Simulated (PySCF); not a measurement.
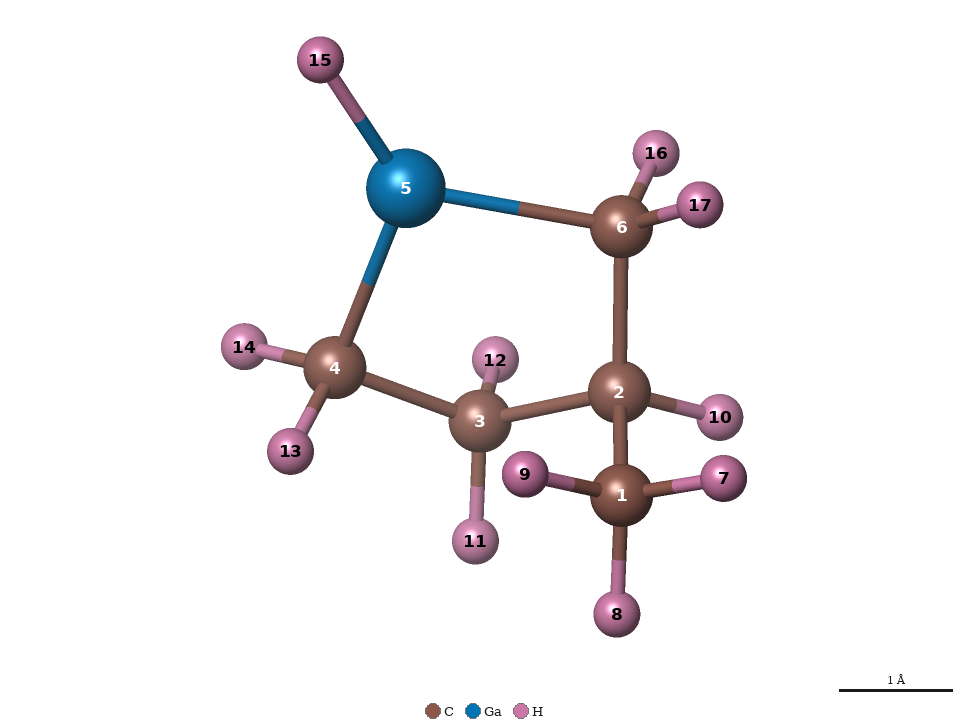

The computed structure is the end point of a PBE0-D3(BJ)/def2-SVP optimisation. No frequency run is at hand to confirm it as a minimum.

How are the neighbours of atom 4 arranged?

Answer. C4 has 4 neighbours (C3 at 1.54, Ga5 at 1.99, H13 at 1.10, H14 at 1.10 Å); the arrangement is tetrahedral.

What is the geometry at C2?

Answer. C2 has 4 neighbours (C1 at 1.53, C3 at 1.55, C6 at 1.54, H10 at 1.11 Å); the arrangement is tetrahedral.

What is the geometry at C3?

Answer. C3 has 4 neighbours (C2 at 1.55, C4 at 1.54, H11 at 1.10, H12 at 1.10 Å); the arrangement is tetrahedral.

How are the neighbours of atom 1 arranged?

Answer. C1 has 4 neighbours (C2 at 1.53, H7 at 1.10, H8 at 1.10, H9 at 1.10 Å); the arrangement is tetrahedral.

What is the dihedral angle C4–Ga5–C6–C2?

Answer. 17° in size, that is syn (eclipsed).
